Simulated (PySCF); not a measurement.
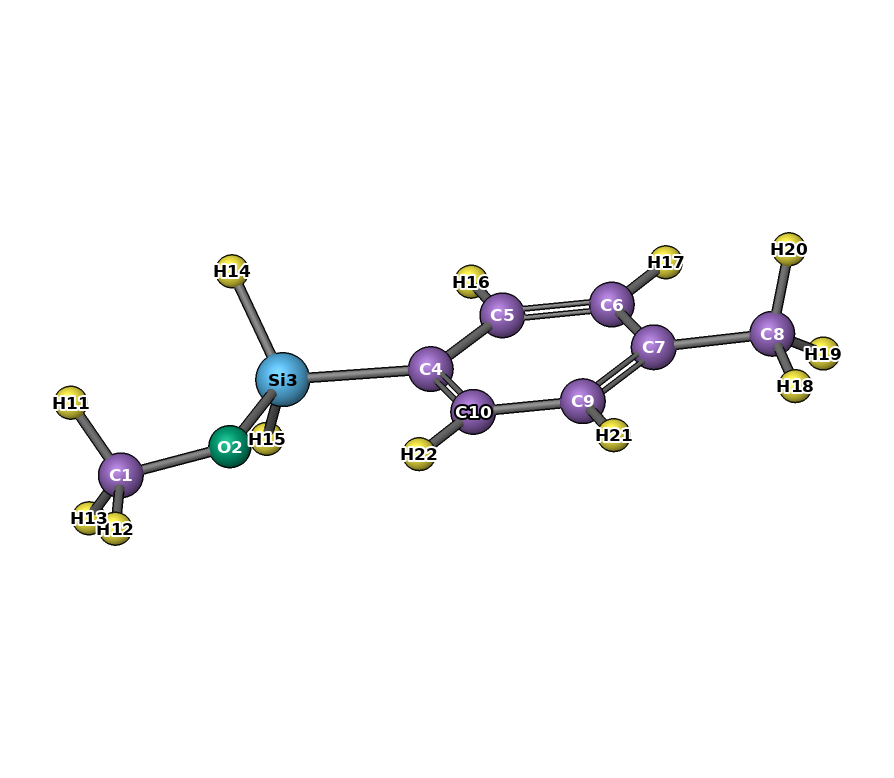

The questions are on isotropic NMR shieldings of the H atoms. The computed structure is the end point of a GFN2-xTB optimisation. No frequency run is at hand to confirm it as a minimum. Method: GIAO PBE0/pcSseg-1 NMR shielding, non-relativistic, gas phase (PySCF 2.14.0).

Question: Which H atom is the most shielded (lowest chemical shift)?

Answer: H18 (29.58 ppm).

Question: Which H atom is the least shielded (highest chemical shift)?

Answer: H22 (23.77 ppm).

Question: How wide is the range of H shifts?

Answer: 5.81 ppm.

List the isotropic NMR shieldings of the H atoms.

| atom | σ (ppm) |
| --- | --- |
| H11 | 27.77 |
| H12 | 27.52 |
| H13 | 27.86 |
| H14 | 26.35 |
| H15 | 26.35 |
| H16 | 24.21 |
| H17 | 24.23 |
| H18 | 29.58 |
| H19 | 29.13 |
| H20 | 28.96 |
| H21 | 24.21 |
| H22 | 23.77 |

The geometry is semi-empirical. Around Si such bond lengths and angles can be off by a tenth of an ångström or more and by several degrees, and values that hang on the shape move with them.
